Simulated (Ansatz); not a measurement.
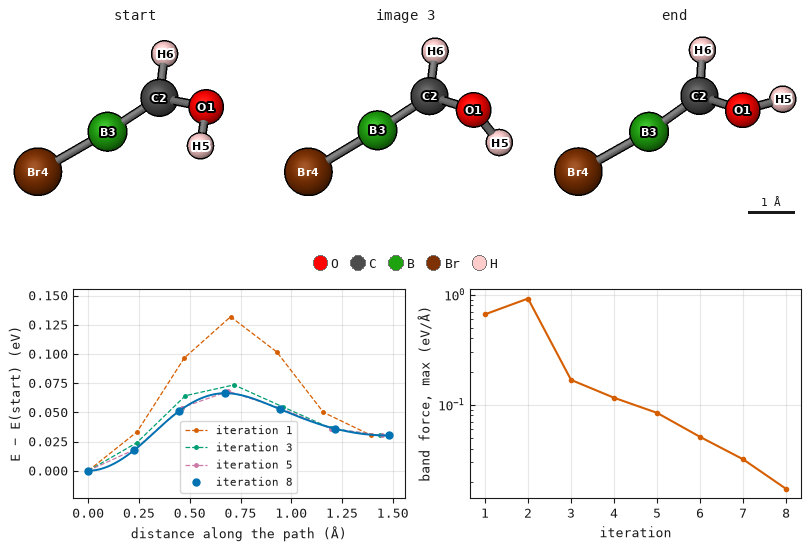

A search for the minimum-energy path of CH$_{2}$BBrO by the nudged elastic band. Images are numbered from 0 (start) to 6 (end). The plot follows the band through its iterations. A ball-and-stick model, seen at a tilt.

All numbers below come from RKS B3LYP/def2-SVP (Ansatz).

The input:
```yaml
crystal:
  periodic: [false, false, false]
  atoms:
    - { symbol: O, position_ang: [-0.493568, 1.305649, -0.730305] }
    - { symbol: C, position_ang: [0.26822, 0.456782, 0.035343] }
    - { symbol: B, position_ang: [0.172903, -0.897945, 0.393161] }
    - { symbol: Br, position_ang: [0.160822, -2.66634, 0.932441] }
    - { symbol: H, position_ang: [-1.253899, 0.82757, -1.083827] }
    - { symbol: H, position_ang: [1.145522, 0.974294, 0.453187] }
basis:
  gaussian: { orbitals: def2-SVP }
hamiltonian:
  xc: b3lyp
neb:
  order_check: false
  images: 5
  f_tol: 0.03
  max_iterations: 60
  initial_path: idpp
  final_atoms:
    - { symbol: O, position_ang: [-0.59773714, 0.80611805, -1.08516968] }
    - { symbol: C, position_ang: [0.14877413, 0.30413106, -0.03778838] }
    - { symbol: B, position_ang: [0.17161746, -1.02101295, 0.42796507] }
    - { symbol: Br, position_ang: [0.38908317, -2.74232617, 1.06013549] }
    - { symbol: H, position_ang: [-0.96907961, 1.65706996, -0.81654266] }
    - { symbol: H, position_ang: [0.85734199, 0.99603005, 0.45140016] }
```

Command:
```bash
ansatz run input.yaml --threads 1 --pin off --max-ram 2048MiB --backend cpu --events-out ev --progress --plain --runs-dir out
```

Did the band converge, and can the barrier be trusted?

Answer. The result is final at these settings. The band converged in 8 iterations. The largest component of the band force went from 0.66 to 0.017 eV/Å. The climbing image converged on the top of the path. Its vibrational analysis gives one imaginary mode (248i cm⁻¹), as a transition state must have. The first iteration put the highest image at 0.132 eV. The highest point, image 3, lies 0.066 eV above the start and 0.036 eV above the end; the end is at +0.030 eV relative to the start.
